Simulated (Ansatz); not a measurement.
# CF3 (trifluoromethyl radical): U-revPBE/def2-SVPD

Aim: the electronic atomisation energy of CF3 (trifluoromethyl radical) at U-revPBE/def2-SVPD, from 3 runs. 

The results are computed with Ansatz 0.2.0.

32 further runs of the same task are left out: 32 set aside as unsound or not needed.

**1. Starting point**

CF3: 4 atoms, total charge 0, spin state doublet. SMILES: `F[C](F)F`. The coordinates come from a PBE0-D4/def2-TZVP relaxation.

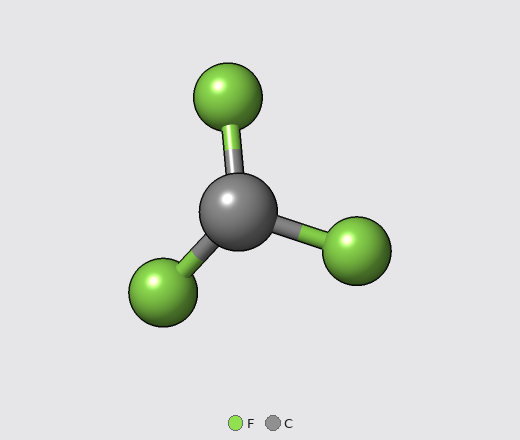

Viewed from a chosen angle; fluorine green, carbon grey.

**2. The energy at U-revPBE/def2-SVPD**

run.yaml

```yaml
basis:
  gaussian: {orbitals: def2-SVPD}
crystal:
  periodic: [false, false, false]
  atoms:
    - {symbol: F, position_ang: [-1.227500, 0.024900, 0.265400]}
    - {symbol: C, position_ang: [-0.039500, -0.059500, -0.286700]}
    - {symbol: F, position_ang: [0.658900, -1.044900, 0.227300]}
    - {symbol: F, position_ang: [0.608100, 1.079500, -0.205900]}
magnetization: {spin_polarized: true, initial_magnetization: 1}
hamiltonian: {xc: {name: revPBE}}
accuracy: high
output: {orbitals: {seedname: orbitals}}
```

Command:

```sh
$ ansatz run run.yaml --threads 1 --pin off --max-ram 3480MiB --events-out events.jsonl --progress --plain --runs-dir runs
```

Standard output:

```text
Warning: RAYON_NUM_THREADS=1 ignored (pool sized by the plan → 1); use --threads N
Functional definition: revPBE
  name "revPBE"
  parameter kappa = 1.245
  parameter beta = 0.06672455060314922
  exchange = pbe_x(kappa = kappa, mu = beta*pi^2/3)
  correlation = pbe_c(beta = beta)
1772 factors; integrals over basis functions are off by at most 3.1e-9 eV
mean field evaluation 1: about -9174.7978 eV, gradient 2.4e1 eV
mean field evaluation 2: about -9171.6452 eV, gradient 4.1e1 eV
mean field evaluation 4: about -9176.3610 eV, gradient 7.3e-1 eV
mean field evaluation 8: about -9176.3602 eV, gradient 1.3e-2 eV
mean field evaluation 16: about -9176.3602 eV, gradient 6.5e-6 eV
mean field -9176.36020932 eV, -337.2250177323 hartree, gradient 3.7e-8 eV, S^2 0.751411; 0 other end points of the search recorded, 0 dependent functions left out
reference -9176.36021316 eV, -337.2250178733 hartree; 17, 16 occupied and 72, 73 virtual orbitals, 1772 factors
Total energy: -9176.36021316 eV, -337.2250178733 hartree
```

It took 5.7 s on 1 thread of Arm Neoverse V1, shared host; peak memory 0.23 GiB.

**3. The C atom, same level**

molecule.yaml

```yaml
crystal:
  periodic: [false, false, false]
  atoms:
    - {symbol: C, position_ang: [0.000000, 0.000000, 0.000000]}
basis:
  gaussian:
    orbitals: def2-SVPD
total_charge: 0
magnetization:
  spin_polarized: true
  initial_magnetization: 2
accuracy: high
hamiltonian:
  xc: {name: revPBE}
```

Command:

```sh
$ ansatz run molecule.yaml --threads 1 --pin off --max-ram 3480MiB --events-out events.jsonl --progress --plain --runs-dir runs
```

Standard output, shortened:

```text
Warning: RAYON_NUM_THREADS=1 ignored (pool sized by the plan → 1); use --threads N
[... 6 set-up lines as earlier in the session ...]
163 factors; integrals over basis functions are off by at most 3.2e-9 eV
mean field evaluation 1: about -1028.4881 eV, gradient 4.7e0 eV
mean field evaluation 2: about -1028.5953 eV, gradient 2.5e0 eV
mean field evaluation 4: about -1028.6435 eV, gradient 2.3e-3 eV
mean field evaluation 8: about -1028.6433 eV, gradient 9.4e-6 eV
mean field evaluation 16: about -1028.6433 eV, gradient 6.2e-5 eV
mean field -1028.64330755 eV, -37.8019443129 hartree, gradient 5.1e-8 eV, S^2 2.003159; 1 other end points of the search recorded, 0 dependent functions left out
reference -1028.64331054 eV, -37.8019444228 hartree; 4, 2 occupied and 16, 18 virtual orbitals, 163 factors
Total energy: -1028.64331054 eV, -37.8019444228 hartree
```

Wall time 0.44 s (1 thread of Arm Neoverse V1, shared host).

**4. The F atom, same level**

in.yaml

```yaml
crystal:
  periodic: [false, false, false]
  atoms:
    - {symbol: F, position_ang: [0.000000, 0.000000, 0.000000]}
basis:
  gaussian: {orbitals: def2-SVPD}
total_charge: 0
magnetization: {spin_polarized: true, initial_magnetization: 1}
hamiltonian: {xc: {name: revPBE}}
accuracy: high
```

Run the same way, it converges to -99.61981 Eh (log not shown).

**5. Summary of results**

At U-revPBE/def2-SVPD:

| quantity | value |
| --- | --- |
| molecule: total energy | -337.22502 Eh |
| molecule: HOMO energy (highest over α and β) | -6.15 eV |
| molecule: LUMO energy (lowest over α and β) | -3.61 eV |
| molecule: ⟨S²⟩ | 0.751 |
| C atom: total energy | -37.80194 Eh |
| C atom: ⟨S²⟩ | 2.003 |
| F atom: total energy | -99.61981 Eh |
| F atom: ⟨S²⟩ | 0.751 |
| electronic atomisation energy | 15.337 eV |

In words: Taking the molecule apart into free atoms costs 15.34 eV (354 kcal/mol), before zero-point energy and without spin-orbit coupling.
